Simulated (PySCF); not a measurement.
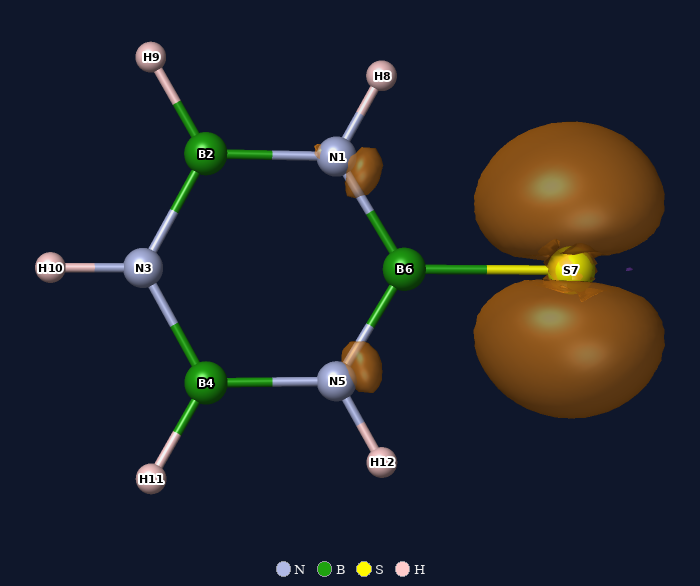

B3H5N3S (doublet). Isosurfaces of the spin density (α minus β) at +0.03 (orange) and −0.03 e/Å³ (purple), seen across its widest extent.

Geometry: PBE0-D3(BJ)/def2-SVP.

The calculation used UKS B3LYP, IGLO-III on B N S, pcH-1 on H, non-relativistic, mean-field spin-orbit, GIAO (PySCF 2.14.0, density-fitted response routines).

```yaml
atoms:
  - { symbol: N, position_ang: [1.2269, -0.6200, 0.1777] }
  - { symbol: B, position_ang: [0.1033, -1.4636, -0.0703] }
  - { symbol: N, position_ang: [-1.1674, -0.8424, -0.2500] }
  - { symbol: B, position_ang: [-1.3438, 0.5713, -0.1887] }
  - { symbol: N, position_ang: [-0.1916, 1.3747, 0.0613] }
  - { symbol: B, position_ang: [1.1076, 0.8043, 0.2489] }
  - { symbol: S, position_ang: [2.5593, 1.8572, 0.5680] }
  - { symbol: H, position_ang: [2.1312, -1.0546, 0.3052] }
  - { symbol: H, position_ang: [0.2329, -2.6644, -0.1248] }
  - { symbol: H, position_ang: [-1.9742, -1.4259, -0.4256] }
  - { symbol: H, position_ang: [-2.4299, 1.0795, -0.3423] }
  - { symbol: H, position_ang: [-0.3100, 2.3780, 0.1066] }
```

Question: Which atoms carry the spin?

Answer: The unpaired spin (1 electron) lies mostly on S7 (about 0.9), in electrons by Hirshfeld's partition.
